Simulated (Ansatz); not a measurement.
The figure comes from a scan of BaTiO₃ (tetragonal-perovskite type, space group P4mm): one O atom of a 5-atom cell moves by s along Cartesian [110], with its periodic images. Level of theory: PBEsol (plane waves to 420 eV, PAW, scalar-relativistic; Ansatz, an electronic-structure program). k mesh 7×7×7 (Γ-centred), Fermi-Dirac smearing 0.05 eV. E stands for the smeared free energy. BaTiO3 is run without spin polarisation. BaTiO3 was relaxed with its symmetry unable to fall. ΔE is measured from the undisplaced structure.

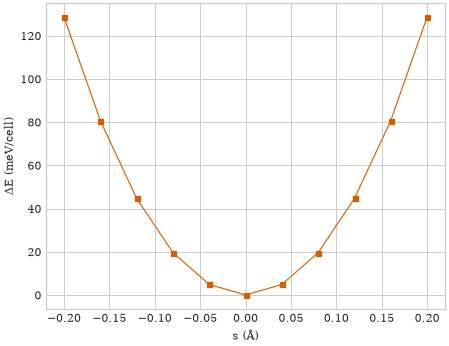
Fig. 1. ΔE (meV/cell) against s (Å); computed points joined by lines.

### Question
Turn the plot into a table (rounded to what can be read).

### Answer
To the nearest 2:

| s (Å) | ΔE (meV/cell) |
|---|---|
| -0.200 | 128 |
| -0.160 | 80 |
| -0.120 | 44 |
| -0.080 | 20 |
| -0.040 | 4 |
| 0.000 | 0 |
| 0.040 | 4 |
| 0.080 | 20 |
| 0.120 | 44 |
| 0.160 | 80 |
| 0.200 | 128 |

(A displaced cell: forces are minus the slopes of the energy, force constants its curvatures, and phonons follow from these.)
